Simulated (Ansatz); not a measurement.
```sh
ansatz run in.yaml --threads 4 --pin off --events-out ev --progress --plain --max-ram 9574MiB
```

```yaml
crystal:
  periodic: [false, false, false]
  atoms:
    - {symbol: F, position_ang: [-0.776371, -1.173123, 1.111020]}
    - {symbol: B, position_ang: [0.005155, -0.122690, 1.041281]}
    - {symbol: F, position_ang: [-0.455338, 1.059976, 1.370378]}
    - {symbol: F, position_ang: [1.247146, -0.254920, 0.642471]}
basis:
  gaussian: {orbitals: "def2-TZVPPD.json"}
hamiltonian: {xc: {name: B97M-V}}
```

Work out the structure from the coordinates.

The molecule is BF3. The point group is D3h. All atoms lie on one plane. Coordination: 1 B trigonal planar.

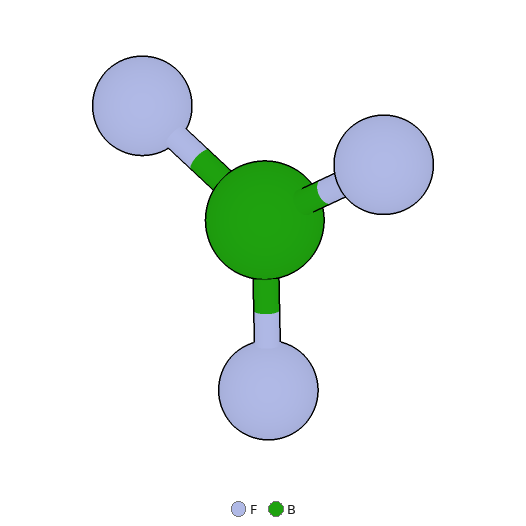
